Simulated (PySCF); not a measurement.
**SnH3 (SMILES [SnH3]): USVWN5/SBKJC (core potential)**

What is the vertical ionisation energy of SnH3 at USVWN5/SBKJC (core potential)? Input form: a Python script.

The results are computed with PySCF 2.14.0.

6 further runs of the same task are left out: 6 set aside as unsound or not needed.

### Step 1. The structure to begin with

SnH3: 4 atoms, total charge 0, spin state doublet. As SMILES, `[SnH3]`. The coordinates come from a PBE0-D4/def2-TZVP relaxation.

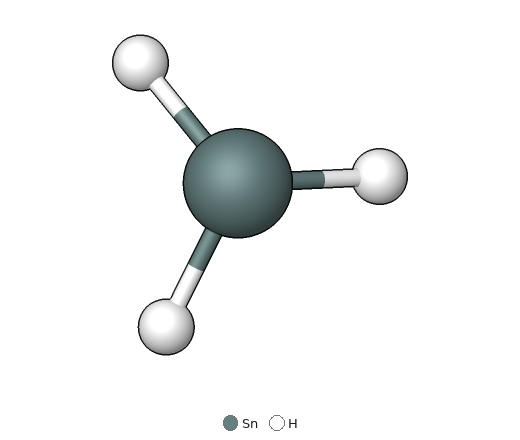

The structure, seen from a chosen angle (tin teal, hydrogen white).

### Step 2. A single-point energy at USVWN5/SBKJC (core potential)

input.py reads:

```python
from pyscf import gto, dft

system = gto.Mole()
system.atom = '''
Sn       0.280200      -0.211600      -0.271700
H        1.055200       0.011000       1.241700
H       -1.125000      -1.172200      -0.064000
H       -0.154900       1.312500      -0.926300
'''
system.max_memory = 1860
system.verbose = 3
system.ecp = {'Sn': 'sbkjc'}
system.basis = 'sbkjc'
system.spin = 1
system.charge = 0
system.build()

mf = dft.UKS(system, xc='svwn')
mf.conv_tol = 1e-10
mf.grids.level = 5
mf.kernel()
if not mf.converged:
    mf = mf.newton().run(mf.mo_coeff, mf.mo_occ)

e_tot = mf.e_tot
print(f'total energy: {e_tot:.8f} hartree')
```

Started as:

```sh
$ OMP_NUM_THREADS=1 python input.py
```

Log:

```text
converged SCF energy = -5.06873022186304  <S^2> = 0.75080756  2S+1 = 2.0008074
total energy: -5.06873022 hartree
```

It took 1.3 s on 1 thread of Arm Neoverse V2, shared host; peak memory 0.13 GiB.

### Step 3. The singlet cation at the same level

calc.py reads:

```python
from pyscf import gto, dft

mol = gto.M(
    atom='''
Sn     0.529501    -0.399866    -0.513439
H      1.994039     0.020787     2.346473
H     -2.125942    -2.215137    -0.120942
H     -0.292719     2.480266    -1.750453
''',
    unit='bohr',
    max_memory=1860,
    basis='sbkjc',
    ecp={'Sn': 'sbkjc'},
    charge=1,
    verbose=4,
)

calc0 = dft.RKS(mol, xc='svwn')
calc0.conv_tol = 1e-10
calc0.grids.level = 5
calc0.kernel()
if not calc0.converged:
    calc0 = calc0.newton().run(calc0.mo_coeff, calc0.mo_occ)

e_tot = calc0.e_tot
print('Final energy', e_tot)
```

Started as:

```sh
$ OMP_NUM_THREADS=1 python calc.py
```

Log:

```text
PySCF version 2.14.0

[INPUT] num. atoms = 4
[INPUT] num. electrons = 6
[INPUT] charge = 1
[INPUT] spin (= nelec alpha-beta = 2S) = 0
[INPUT] symmetry False subgroup None
[INPUT] Mole.unit = bohr
[INPUT] Symbol           X                Y                Z      unit          X                Y                Z       unit  Magmom
[INPUT]  1 Sn     0.280199862359  -0.211599974622  -0.271700217998 AA    0.529501000000  -0.399866000000  -0.513439000000 Bohr   0.0
[INPUT]  2 H      1.055199996486   0.011000006683   1.241700037639 AA    1.994039000000   0.020787000000   2.346473000000 Bohr   0.0
[INPUT]  3 H     -1.125000058138  -1.172200019466  -0.063999750243 AA   -2.125942000000  -2.215137000000  -0.120942000000 Bohr   0.0
[INPUT]  4 H     -0.154900224003   1.312500244220  -0.926299836387 AA   -0.292719000000   2.480266000000  -1.750453000000 Bohr   0.0

nuclear repulsion = 4.26942047685238
number of shells = 10
number of NR pGTOs = 29
number of NR cGTOs = 14
basis = sbkjc
ecp = {'Sn': 'sbkjc'}

******** <class 'pyscf.dft.rks.RKS'> ********
method = RKS
initial guess = minao
damping factor = 0
level_shift factor = 0
DIIS = <class 'pyscf.scf.diis.CDIIS'>
diis_start_cycle = 1
diis_space = 8
diis_damp = 0
SCF conv_tol = 1e-10
SCF conv_tol_grad = None
SCF max_cycles = 50
direct_scf = True
direct_scf_tol = 1e-13
XC library pyscf.dft.libxc version 7.0.0
    S. Lehtola, C. Steigemann, M. J.T. Oliveira, and M. A.L. Marques.,  SoftwareX 7, 1–5 (2018)
XC functionals = svwn
    P. A. M. Dirac.,  Math. Proc. Cambridge Philos. Soc. 26, 376 (1930)
    F. Bloch.,  Z. Phys. 57, 545 (1929)
    S. H. Vosko, L. Wilk, and M. Nusair.,  Can. J. Phys. 58, 1200 (1980)
radial grids:
    Treutler-Ahlrichs [JCP 102, 346 (1995); DOI:10.1063/1.469408] (M4) radial grids

becke partition: Becke, JCP 88, 2547 (1988); DOI:10.1063/1.454033
pruning grids: <function nwchem_prune>
grids dens level: 5
symmetrized grids: False
atomic radii adjust function: <function treutler_atomic_radii_adjust>
small_rho_cutoff = 0
Set gradient conv threshold to 1e-05
Initial guess from minao.
tot grids = 117624
init E= -4.68256918457638
  HOMO = -0.279620175959277  LUMO = -0.134603821963221  gap/eV = 3.94610
cycle= 1 E= -4.72937978555055  delta_E= -0.0468  |g|= 0.214  |ddm|= 1.78
  HOMO = -0.55598161618296  LUMO = -0.459500604468976  gap/eV = 2.62538
cycle= 2 E= -4.74301908904623  delta_E= -0.0136  |g|= 0.169  |ddm|= 0.88
  HOMO = -0.551333626578297  LUMO = -0.428655685195261  gap/eV = 3.33824
cycle= 3 E= -4.76113233696045  delta_E= -0.0181  |g|= 0.0198  |ddm|= 0.378
  HOMO = -0.543122205766199  LUMO = -0.425167125286136  gap/eV = 3.20972
cycle= 4 E= -4.76139925145834  delta_E= -0.000267  |g|= 0.000986  |ddm|= 0.0375
  HOMO = -0.543062784493054  LUMO = -0.425117211867933  gap/eV = 3.20946
cycle= 5 E= -4.76140005573303  delta_E= -8.04e-07  |g|= 0.000132  |ddm|= 0.00262
  HOMO = -0.543047983027871  LUMO = -0.425142184789143  gap/eV = 3.20838
cycle= 6 E= -4.76140007041996  delta_E= -1.47e-08  |g|= 3.97e-06  |ddm|= 0.000294
  HOMO = -0.543049428845095  LUMO = -0.425142192039294  gap/eV = 3.20842
cycle= 7 E= -4.76140007042591  delta_E= -5.95e-12  |g|= 2.79e-06  |ddm|= 1.35e-05
  HOMO = -0.543048817825898  LUMO = -0.425142236344055  gap/eV = 3.20840
Extra cycle  E= -4.76140007042399  delta_E= 1.92e-12  |g|= 3.26e-06  |ddm|= 1.21e-05
converged SCF energy = -4.76140007042399
Final energy -4.76140007042399
```

It took 1.1 s on 1 thread of Arm Neoverse V2, shared host; peak memory 0.13 GiB.

### Step 4. What came out

At USVWN5/SBKJC (core potential):

| quantity | value |
| --- | --- |
| doublet SnH3: total energy | -5.06873 Eh |
| doublet SnH3: dipole moment | 0.20 D |
| doublet SnH3: HOMO energy (highest over α and β) | -5.09 eV |
| doublet SnH3: LUMO energy (lowest over α and β) | -3.97 eV |
| doublet SnH3: ⟨S²⟩ | 0.751 |
| singlet cation: total energy | -4.76140 Eh |
| singlet cation: HOMO energy | -14.78 eV |
| singlet cation: LUMO energy | -11.57 eV |
| singlet cation: HOMO–LUMO gap | 3.21 eV |
| vertical ionisation energy (to the singlet cation) | 8.363 eV |

The vertical ionisation energy comes to 8.36 eV (193 kcal/mol). Only the singlet of the ionised species was computed; a triplet could lie lower. Mulliken charges (doublet SnH3) run from -0.04 on H2 to +0.12 on Sn1; they depend strongly on the basis. Mulliken charges (singlet cation) run from +0.07 on H2 to +0.78 on Sn1.
